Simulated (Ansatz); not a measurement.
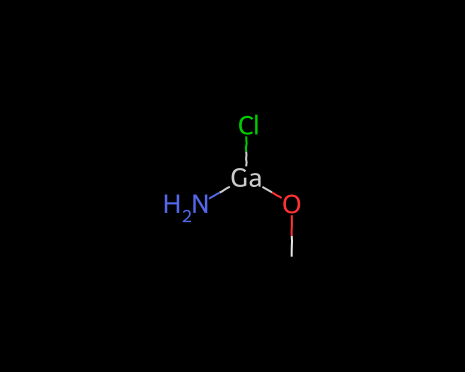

Structural formula above. Computed geometry: PBE0-D4/def2-TZVP optimisation. No frequency run is at hand to confirm it as a minimum.

Describe the 3D structure.

Formula CH₅ClGaNO. As SMILES it reads `C[O][Ga]([NH2])[Cl]`. Coordination, clear cases only: 1 C tetrahedral; 1 O bent; 1 Ga trigonal planar.

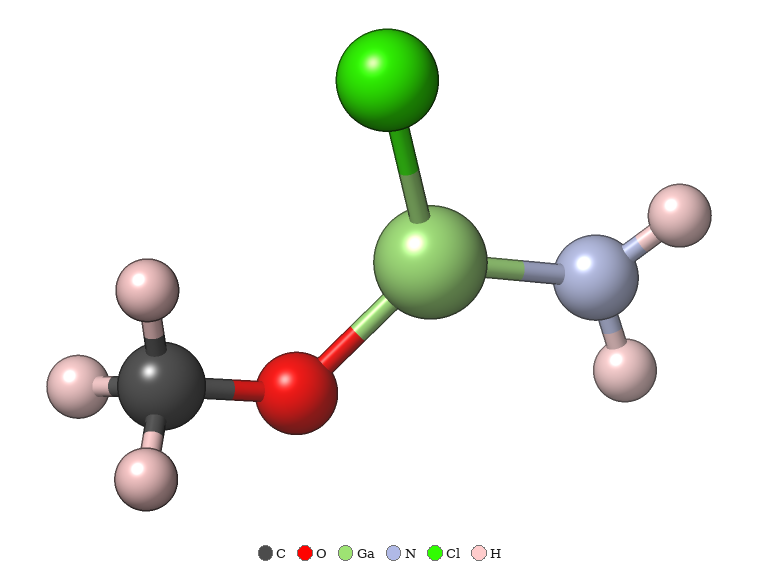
